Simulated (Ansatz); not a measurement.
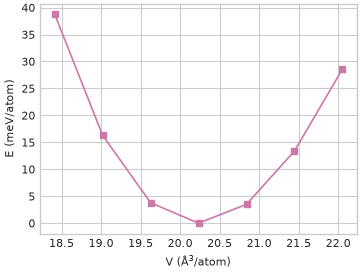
Figure: MgSe (rock salt, Fm-3m) under volume change, PBEsol in the plane-wave PAW code Ansatz, scaled uniformly.

Task: What does a third-order Birch–Murnaghan fit give for V₀, B₀ and B′?

Result: V₀ = 20.23 Å³/atom, B₀ = 64.7 GPa, B′ = 4.1.

Symmetry was held in the PBEsol relaxation.

Potentials: the later of the program's two PAW sets.
